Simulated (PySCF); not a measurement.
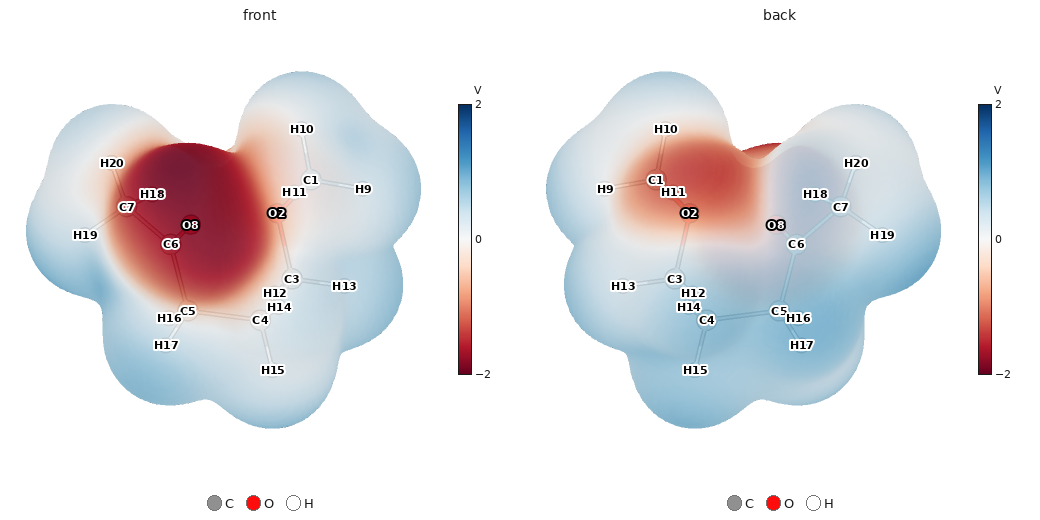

*C$_{6}$H$_{12}$O$_{2}$ (SMILES COCCCC(C)=O). The electrostatic potential painted on the density surface at 0.002 e/bohr³, seen from the front and from behind; red is negative and blue positive.*

Geometry: GFN2-xTB.

Computed with B97-2/pcSseg-1, SCF density, in a cyclohexane solvent model, non-relativistic (PySCF 2.14.0).

```xyz
20

C    -1.7254    1.1502    0.8172
O    -0.8902    0.0658    1.1503
C    -1.1384   -1.1179    0.4289
C    -0.5754   -1.1082   -0.9960
C     0.9261   -0.8161   -0.9755
C     1.1740    0.6296   -0.5803
C     2.1661    0.8299    0.5314
O     0.6210    1.5423   -1.1431
H    -2.7809    0.8548    0.8407
H    -1.5456    1.9130    1.5725
H    -1.4856    1.5632   -0.1674
H    -0.6502   -1.9082    1.0084
H    -2.2188   -1.3242    0.3972
H    -1.0756   -0.3413   -1.5898
H    -0.7693   -2.0801   -1.4525
H     1.4369   -1.4961   -0.2942
H     1.3304   -0.9528   -1.9816
H     1.7276    0.4426    1.4490
H     3.0803    0.2779    0.3246
H     2.3878    1.8863    0.6570
```

Q: Which sites attract a positive test charge, and which a negative one?

A: A positive charge is drawn to the negative regions and a negative charge to the positive ones. The most negative region (about −1.9 V, or −44 kcal/mol for a unit charge) lies over O8, the most positive (about +0.9 V, or +21 kcal/mol for a unit charge) over H16 and H19. O8 is the likeliest acceptor of a hydrogen bond.

Q: What dipole moment does the calculation give?

A: Its dipole moment is 2.52 D.
